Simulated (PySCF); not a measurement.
C6H11BF2

```yaml
atoms:
  - { symbol: C, position_ang: [-1.4723, -0.8547, -1.0245] }
  - { symbol: C, position_ang: [-1.0152, -0.0969, -0.0379] }
  - { symbol: C, position_ang: [-1.7535, 0.0727, 1.2518] }
  - { symbol: C, position_ang: [0.3059, 0.6504, -0.1342] }
  - { symbol: B, position_ang: [1.3918, -0.5073, -0.1754] }
  - { symbol: C, position_ang: [1.9091, -1.1495, 1.1546] }
  - { symbol: C, position_ang: [0.3203, 1.5732, -1.3410] }
  - { symbol: F, position_ang: [-0.6118, 2.5578, -1.2181] }
  - { symbol: F, position_ang: [1.5140, 2.2182, -1.4360] }
  - { symbol: H, position_ang: [-0.9412, -0.9873, -1.9504] }
  - { symbol: H, position_ang: [-2.4152, -1.3683, -0.9434] }
  - { symbol: H, position_ang: [-1.1262, -0.2288, 2.0897] }
  - { symbol: H, position_ang: [-2.6623, -0.5233, 1.2636] }
  - { symbol: H, position_ang: [-2.0191, 1.1202, 1.3914] }
  - { symbol: H, position_ang: [0.4036, 1.2919, 0.7463] }
  - { symbol: H, position_ang: [1.7832, -0.8946, -1.2089] }
  - { symbol: H, position_ang: [1.9555, -2.2357, 1.1021] }
  - { symbol: H, position_ang: [1.3502, -0.8741, 2.0453] }
  - { symbol: H, position_ang: [2.9380, -0.8208, 1.3113] }
  - { symbol: H, position_ang: [0.1398, 1.0678, -2.2998] }
```

Geometry: GFN2-xTB.

Method: PBE0/pcSseg-1, SCF density, gas phase, non-relativistic (PySCF).

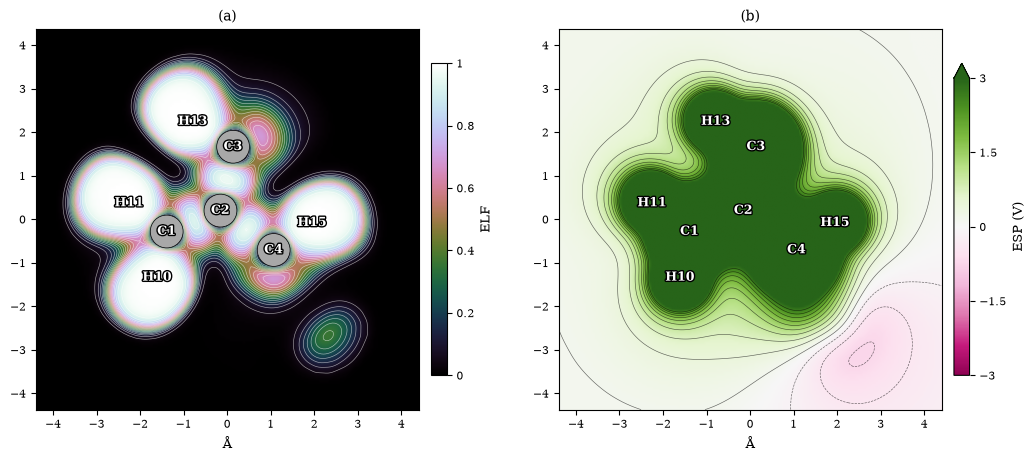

Figure 1. (a) electron localisation function; (b) electrostatic potential on the plane of atoms C2, C1 and H11. Grey discs cover the atomic cores in the ELF map.

Interpret the plot.

Answer. Atoms in the plane: C and H. C–C (1.33 Å): the ELF peaks at about 0.90 between the atoms (a multiple bond). C–H (1.08 Å): the ELF climbs to about 1 towards the hydrogen, as it does in any bond to H (an ordinary covalent bond to hydrogen). C–C (1.50 Å): the ELF peaks at about 0.95 between the atoms, as expected for localised, covalent bonding. Outside the dense part of the molecule the potential is most negative (−0.7 V) near F9, which lies off the plane.

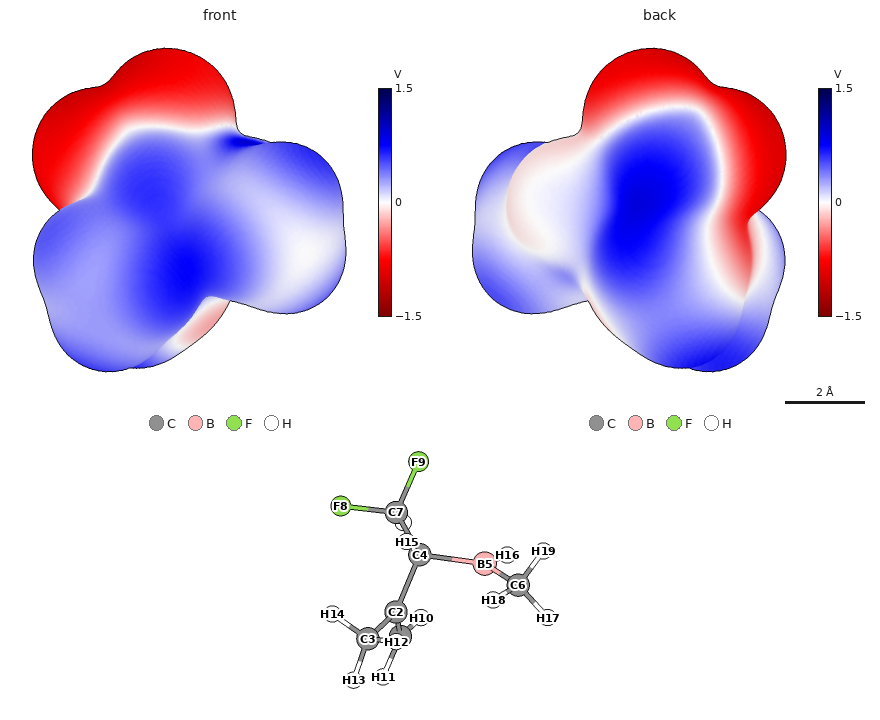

Figure 2. The electrostatic potential painted on the density surface at 0.001 e/bohr³, seen from the front and from behind; red is negative and blue positive. The bare structure is drawn below in the same view.

Which sites attract a positive test charge, and which a negative one?

Answer. A positive charge is drawn to the negative regions and a negative charge to the positive ones. The most negative region (about −1.0 V) lies over F8 and F9, the most positive (about +0.9 V) over B5, H10 and H20.
